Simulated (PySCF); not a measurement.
Vertical excitations of a molecule C5H7F from TDDFT-M06-2X/def2-SVPD run with PySCF, as energy in eV (oscillator strength): 6.34 (0.000), 7.11 (0.013), 7.24 (0.005), 7.29 (0.331), 8.09 (0.014), 8.37 (0.006), 8.38 (0.049), 8.48 (0.001), 8.75 (0.001), 8.97 (0.008). Lowest triplet (TDA): 4.78 eV. Geometry optimised at PBE0-D3(BJ)/def2-SVP. The values are those of a single conformer.

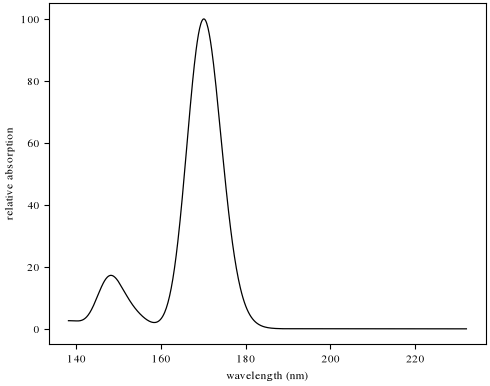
Fig. 1. The lines broadened by 0.4 eV.

Q: Which structure fits?
(A) C[C@@H]1C=C[C@@H]1F
(B) C=CC/C=C\F
(C) C=C/C(F)=C\C
(D) CC1=C(F)CC1

A: D, CC1=C(F)CC1
